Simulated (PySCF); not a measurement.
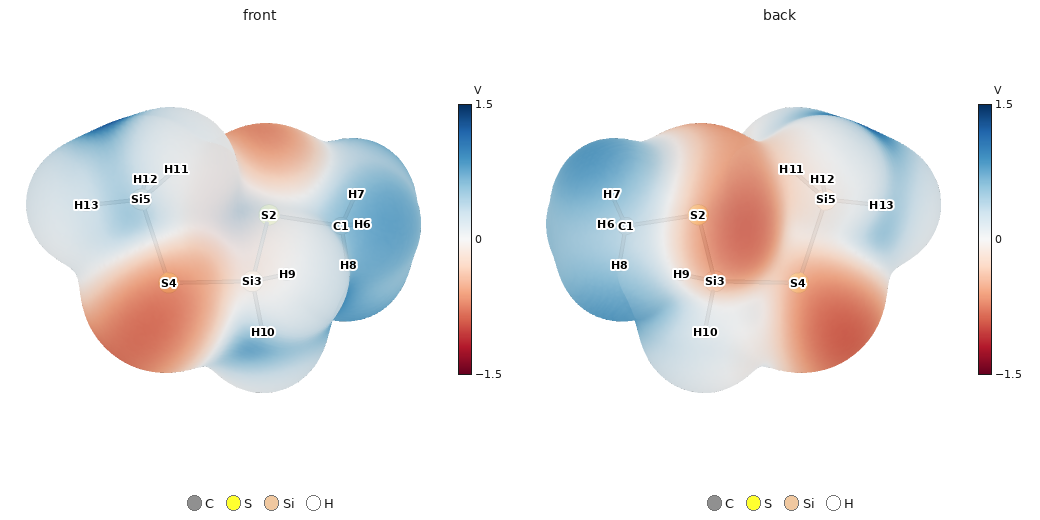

The picture shows: CH$_{8}$S$_{2}$Si$_{2}$ (SMILES CS[SiH2]S[SiH3]). The electrostatic potential painted on the density surface at 0.001 e/bohr³, seen from the front and from behind; the colour scale runs from red (negative) to blue (positive).

Geometry: GFN2-xTB, NEB image 0 of 0 to 8.

These are results of PySCF 2.14.0, PBE0/pcSseg-1, SCF density, gas phase, non-relativistic, not measurements.

```yaml
atoms:
  - { symbol: C, position_ang: [-2.5468, 0.6993, 0.0646] }
  - { symbol: S, position_ang: [-0.8515, 0.3329, 0.6084] }
  - { symbol: Si, position_ang: [-0.2202, -0.8362, -1.0703] }
  - { symbol: S, position_ang: [1.7962, -1.4811, -0.8387] }
  - { symbol: Si, position_ang: [2.8009, 0.0485, 0.3125] }
  - { symbol: H, position_ang: [-2.5191, 1.2424, -0.8743] }
  - { symbol: H, position_ang: [-2.9977, 1.3132, 0.8367] }
  - { symbol: H, position_ang: [-3.1024, -0.2259, -0.0478] }
  - { symbol: H, position_ang: [-0.3539, 0.0007, -2.2567] }
  - { symbol: H, position_ang: [-1.0189, -2.0469, -1.1514] }
  - { symbol: H, position_ang: [2.6599, 1.3050, -0.4117] }
  - { symbol: H, position_ang: [2.1835, 0.0973, 1.6279] }
  - { symbol: H, position_ang: [4.1655, -0.4486, 0.3218] }
```

### Describe the electrostatic potential map.

The most negative region (about −0.9 V) lies over S2 and S4, the most positive (about +1.2 V) over Si5.

### What dipole moment does the calculation give?

Its dipole moment is 2.00 D.
